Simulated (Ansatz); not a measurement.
The calculation's input:

```
crystal:
  periodic: [false, false, false]
  atoms:
    - symbol: C
      position_ang: [-1.717039, 1.401450, -1.204574]
    - symbol: Br
      position_ang: [-3.417871, 0.663506, -1.088094]
    - symbol: Ge
      position_ang: [-1.079758, 2.283717, -2.811641]
    - symbol: H
      position_ang: [0.122352, 2.959061, -2.004061]
    - symbol: H
      position_ang: [-1.116192, 1.140093, -0.323063]
basis:
  gaussian:
    orbitals: def2-TZVPD
magnetization:
  spin_polarized: true
  initial_magnetization: 1
hamiltonian:
  xc: pbe0
output:
  forces: true
  orbitals: {seedname: orbitals}
```

Run with:

```sh
ansatz run input.yaml --threads 1 --pin off --max-ram 2610MiB --events-out events.jsonl --progress --plain --runs-dir runs
```

Geometry: PBE0-D3(BJ)/def2-SVP.

Method: isolated molecule in a Gaussian basis; Kohn-Sham density functional theory, functional PBE0 in Ansatz 0.2.0.

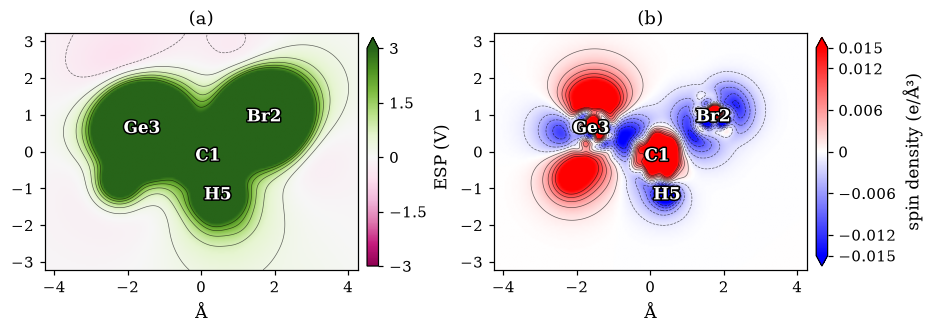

CH$_{2}$BrGe (doublet). (a) electrostatic potential; (b) spin density on the plane of atoms Br2, C1 and Ge3.

### Describe what can be read from this map.

Atoms in the plane: C, Br, Ge and H.
The unpaired spin (1 electron) lies mostly on C1 (about 0.5), Ge3 (about 0.2) and Br2 (about 0.2), in electrons by Hirshfeld's partition.
Outside the dense part of the molecule the potential is most negative (−0.5 V) near Ge3.
